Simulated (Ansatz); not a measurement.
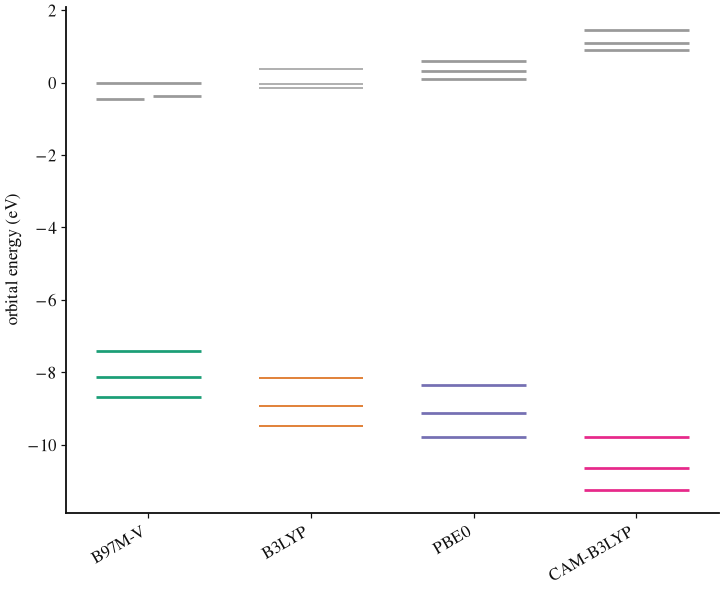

Frontier orbital energies of Al₂N₂H₆F₂, SMILES [F][Al@H-]1[NH2+][Al@H-]([F])[NH2+]1, singlet at one geometry, def2-TZVPP, the Ansatz code 0.2.0, at a PBE0-D4/def2-TZVP geometry (a minimum by its frequencies). Empty levels are grey, levels within 0.1 eV stand side by side; all columns show the same few orbitals around the gap.

Question: How do the frontier levels move from column to column?

Answer: The separation grows from 6.96 eV (B97M-V) to 10.68 eV (CAM-B3LYP).

| level | HOMO (eV) | LUMO (eV) | separation (eV) |
| --- | --- | --- | --- |
| B97M-V | −7.42 | −0.46 | 6.96 |
| B3LYP | −8.16 | −0.16 | 8.00 |
| PBE0 | −8.35 | 0.11 | 8.46 |
| CAM-B3LYP | −9.78 | 0.90 | 10.68 |

Limits of at least one run: empty levels above zero depend strongly on the basis; one conformer of a flexible molecule.
